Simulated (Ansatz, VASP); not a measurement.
# GeMo: VASP beside Ansatz, part 2 of 2

Wanted: the spread between two codes on one cell, functional and k mesh. The cell is invented: As first built, before any earlier steps moved the atoms (in the runner's words): it takes the WC structure with all of its atoms replaced by other elements, volume scaled by an estimate. It may not be a known or stable phase. The cell is taken from a series of VASP runs on this material, whose earlier steps may have relaxed, scaled or displaced it; both programs get it as it stands. Valence electrons are named where the data sets of a main pair hold unlike numbers.

VASP 6.6.1 and Ansatz 0.2.0.

So far: Starting point; Ansatz: band structure, PBE, spin-orbit coupling; VASP: band structure, PBE, spin-orbit coupling.

### 3. VASP: band structure, PBE, spin-orbit coupling (continued)

Level of this step: PBE, spin-orbit coupling; plane waves and PAW (Mo_sv, Ge_d); invented cell (VASP).

Numbers of over 12 decimals in the logs are rounded to 6 here.

Parts of OUTCAR (step 3):

```text
ion  position               nearest neighbor table
   1  0.000  0.000  0.000-   2 2.58   2 2.58   2 2.58   2 2.58   2 2.58   2 2.58
   2  0.667  0.333  0.500-   1 2.58   1 2.58   1 2.58   1 2.58   1 2.58   1 2.58

  LATTYP: Found a hexagonal cell.
 ALAT       =     3.2123678541
 C/A-ratio  =     1.1176897113

 Subroutine GETGRP returns: Found 12 space group operations
 (whereof 12 operations were pure point group operations)

The static configuration has the point symmetry D_3h.

 Found     60 irreducible k-points:

   k-points           NKPTS =     60   k-points in BZ     NKDIM =     60   number of bands    NBANDS=     40

   dimension x,y,z NGX =    24 NGY =   24 NGZ =   24
   dimension x,y,z NGXF=    48 NGYF=   48 NGZF=   48

   ENCUT  =  410.0 eV  30.13 Ry    5.49 a.u.   5.30  5.30  5.93*2*pi/ulx,y,z

   NELECT =      28.0000    total number of electrons

 k-points in reciprocal lattice and weights: Automatic mesh
   0.00000000  0.00000000  0.00000000       0.003
   0.12500000  0.00000000  0.00000000       0.008
  -0.12500000  0.00000000  0.00000000       0.008
   0.25000000  0.00000000  0.00000000       0.008
  -0.25000000  0.00000000  0.00000000       0.008
   0.37500000  0.00000000  0.00000000       0.008
  -0.37500000 -0.00000000  0.00000000       0.008
   0.50000000  0.00000000  0.00000000       0.008
   0.12500000  0.12500000  0.00000000       0.016
[...]
0.25000000  0.25000000  0.50000000       0.016
   0.37500000  0.25000000  0.50000000       0.016

 average (electrostatic) potential at core
       1 -71.6689       2 -68.9108

 E-fermi :   9.8853

 k-point     1 :       0.0000    0.0000    0.0000
  band No.  band energies     occupation
    ...
     22       6.7794      1.00000
     23       8.3933      1.00000
     24       8.3933      1.00000
     25       8.4989      1.00000
     26       8.4989      1.00000
     27      10.1864      0.00000
     28      10.1864      0.00000
     29      10.5707      0.00000
     30      10.5707      0.00000
     31      10.6736      0.00000
    ...

 k-point     2 :       0.1250    0.0000    0.0000
  band No.  band energies     occupation
    ...
     24       8.0221      1.00000
     25       8.7290      1.00000
     26       8.7290      1.00000
     27       8.8758      1.00000
     28       8.8758      1.00000
     29      10.5417      0.00000
     30      10.5417      0.00000
     31      12.2342      0.00000
     32      12.2342      0.00000
     33      15.0519      0.00000
    ...

 k-point     3 :      -0.1250    0.0000    0.0000
  band No.  band energies     occupation
    ...
     24       8.0221      1.00000
     25       8.7290      1.00000
     26       8.7290      1.00000
     27       8.8758      1.00000
     28       8.8758      1.00000
     29      10.5417      0.00000
     30      10.5417      0.00000
     31      12.2342      0.00000
     32      12.2342      0.00000
     33      15.0519      0.00000
    ...

  Total       -0.0106635     -0.0106635      0.0549993     -0.0000000     -0.0000000     -0.0000000
  in kB       -0.5324537     -0.5324536      2.7462517     -0.0000001     -0.0000000     -0.0000000
  external PRESSURE =       0.5604481 kB  Pullay stress =       0.0000000 kB

  energy-cutoff  :      410.00
  volume of cell :       32.09
      direct lattice vectors                 reciprocal lattice vectors
     3.212367854  0.000000015  0.000000000     0.311296851  0.179727280  0.000000000
    -1.606183397  2.781991884  0.000000000    -0.000000002  0.359454678  0.000000000
     0.000000000  0.000000000  3.590430499     0.000000000  0.000000000  0.278518133

 POSITION                                       TOTAL-FORCE (eV/Angst)
 -----------------------------------------------------------------------------------
      0.00000      0.00000      0.00000         0.000000     -0.000000      0.000000
      1.60618      0.92733      1.79522        -0.000000      0.000000      0.000000
 -----------------------------------------------------------------------------------
    total drift:                               -0.000015      0.000001     -0.000000

  FREE ENERGIE OF THE ION-ELECTRON SYSTEM (eV)
  ---------------------------------------------------
  free  energy   TOTEN  =       -15.6643783526 eV

  energy  without entropy=      -15.6641365511  energy(sigma->0) =      -15.66425745

 Spin-Orbit-Coupling matrix elements
 Ion:    1  E_soc:     -0.2050253
 Ion:    2  E_soc:     -0.0199780

 total charge
# of ion       s       p       d       tot
------------------------------------------
    1        2.264   6.161   4.004  12.429
    2        1.134   1.320  10.084  12.539
--------------------------------------------------
tot          3.398   7.481  14.088  24.968

 magnetization (x)
# of ion       s       p       d       tot
------------------------------------------
    1        0.000  -0.000   0.000   0.000
    2        0.000   0.000   0.000   0.000
--------------------------------------------------
tot          0.000  -0.000   0.000   0.000

 magnetization (y)
# of ion       s       p       d       tot
------------------------------------------
    1       -0.000   0.000  -0.000  -0.000
    2        0.000   0.000   0.000   0.000
--------------------------------------------------
tot         -0.000   0.000  -0.000  -0.000

 magnetization (z)
# of ion       s       p       d       tot
------------------------------------------
    1        0.000  -0.000   0.000  -0.000
    2        0.000   0.000  -0.000   0.000
--------------------------------------------------
tot          0.000   0.000  -0.000   0.000

[... 3 further parts left out ...]
```

The run ends at a pressure of 0.06 GPa.

### 4. Comparison

Known differences besides the potentials themselves: spin-orbit coupling enters by fully relativistic files in Ansatz and inside the spheres in VASP; the cutoff is 420 eV in Ansatz and 410 eV in VASP. Total energies have different zeros and are not compared.

Compared:

```
      quantity  Ansatz  VASP  difference
pressure (GPa)    0.29  0.06       +0.23
```

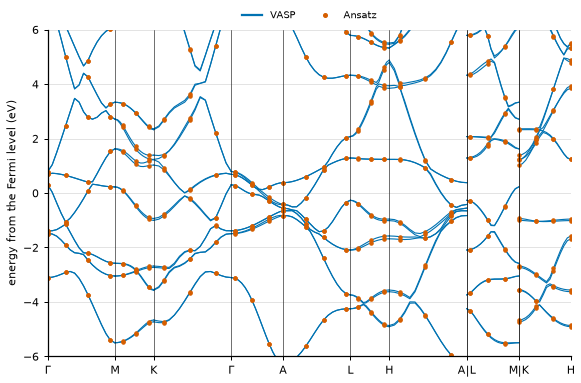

Bands from VASP (lines) and levels from Ansatz (dots). Dots without a line are higher empty bands that the VASP plot leaves out.

Levels from 3 eV below to 2 eV above the Fermi level differ by 2 meV r.m.s. and 11 meV at most; each VASP level is matched to the nearest of Ansatz, which flatters the figure a little.

### 5. Outcome

```
r.m.s. difference of levels near the Fermi level (band structure, PBE, spin-orbit coupling) : 2.4 meV
```

**Reading.** The r.m.s. difference of levels near the Fermi level is 2.4 meV (band structure, PBE, spin-orbit coupling), within the 80 meV picked in this series as the mark of a large difference. Such differences can come from data sets, numerical settings and the points named under the comparisons, not from the functional's error against experiment.

[Lines on the potential files, build, host, timing and source positions are cut from VASP's logs without a mark.]

[Logs are printed without paths, hosts, clocks, repeated set-up lines and the standing remarks that a program may print on its own settings, such as how far it seeks lower states.]

[Hosts, paths, dates, database ids (printed as entryN), source tags and the programs' standing remarks are cut or masked in the printed files.]
